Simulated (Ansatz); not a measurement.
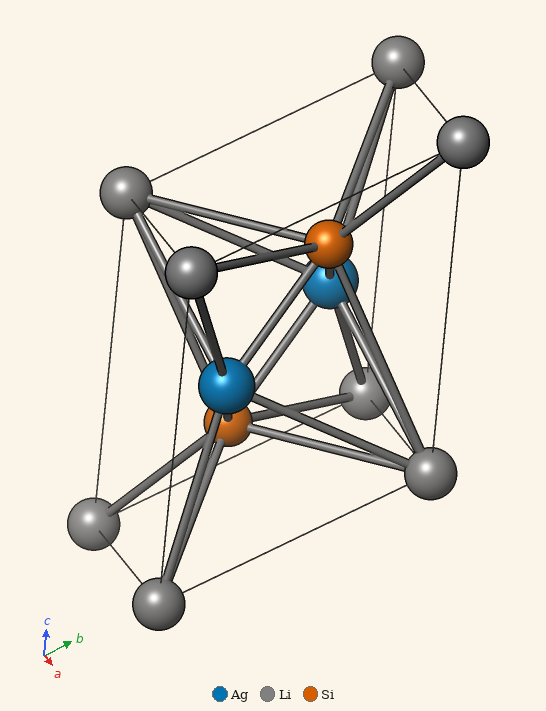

Structure drawing (ball-and-stick), viewed slightly off an axis. The outline marks the simulation cell.

```xyz
5
Lattice="0.0000 4.1269 0.0000 4.1269 0.0000 0.0000 2.0635 2.0635 -4.8374" Properties=species:S:1:pos:R:3 pbc="T T T"
Ag    2.0635    4.1269   -2.4187
Ag    4.1269    2.0635   -2.4187
Li    0.0000    0.0000    0.0000
Si    2.0635    2.0635   -1.2093
Si    4.1269    4.1269   -3.6280
```

The calculation used DFT, PAW plane waves, r2SCAN in Ansatz, with a kinetic-energy cutoff of 500 eV, a 9×9×9 sampling of the Brillouin zone, cold smearing of 0.069 eV, no spin polarisation. The pressure of the cell is 13 GPa.

**Predict the Bader charges.**

Li +0.90 e; Si +0.16 e; Ag -0.61 e.

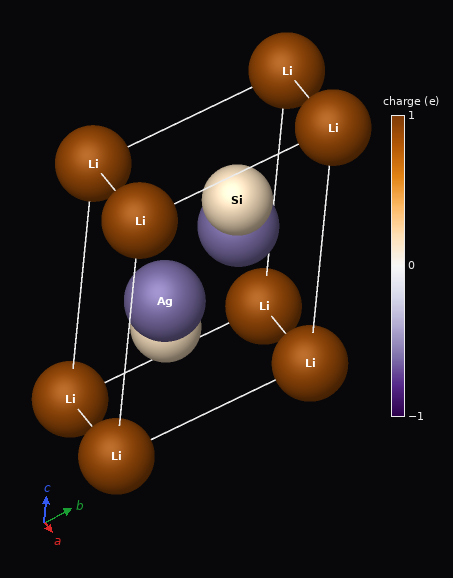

The atoms coloured by those charges.

The structure is a generated cell, made by putting these elements into a known structure type (the compound may or may not exist in this form); no relaxation was done. Ansatz was used for an electronic-structure calculation on it.

At this level of theory the cell isn't at rest (compressed, at 13 GPa and forces up to 3.0 eV/Å), so its distances can differ from those at equilibrium, the more so the softer the solid.
